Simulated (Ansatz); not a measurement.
Ligand exchange: Sn(CH3)(SH) + SiH3(SH) → Sn(SH)2 + SiH3(CH3)

Species: Sn(CH3)(SH), singlet; SiH3(SH), singlet; Sn(SH)2, singlet; SiH3(CH3) (methylsilane), singlet. The partners trade CH3 for SH: Sn–CH3 and Si–SH bonds give way to Sn–SH and Si–CH3.

Shapes, held fixed at every level: PBE0-D4/def2-TZVP. Flexible molecules stand in one conformer, not always the lowest. Programs: Ansatz 0.2.0. The zero-point and thermal change to 298 K, harmonic and unscaled (PBE0-D4/def2-TZVP), is +1.6 kJ/mol.

```
               level                    kind  ΔH(298 K) (kJ/mol)  less CCSD(T)/def2-TZVPP
       HF/def2-TZVPP            Hartree–Fock               -64.5                     -4.5
   PBE-D4/def2-TZVPP                     GGA               -69.7                     -9.7
r2SCAN-D4/def2-TZVPP                meta-GGA               -69.4                     -9.4
  PBE0-D4/def2-TZVPP           global hybrid               -67.1                     -7.1
  wB97X-V/def2-TZVPP  range-separated hybrid               -62.7                     -2.7
    CCSD(T)/def2-SVP   coupled cluster or CI               -67.4                     -7.4
     CCSD/def2-TZVPP   coupled cluster or CI               -59.2                     +0.8
  CCSD(T)/def2-TZVPP   coupled cluster or CI               -60.0                      0.0
```

The highest level, CCSD(T)/def2-TZVPP, gives ΔH(298 K) = -60.0 kJ/mol; the levels span -69.7 to -59.2. The column of differences is taken from that level and isn't an error. No measured value is set beside it here. For atoms past krypton def2 sets carry core potentials with scalar relativity. Correlated rows may include outer-core shells of Sn, which these sets cover unevenly.

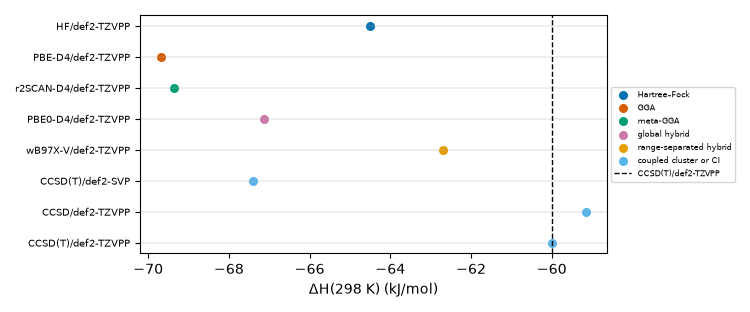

The values of the table, level by level.
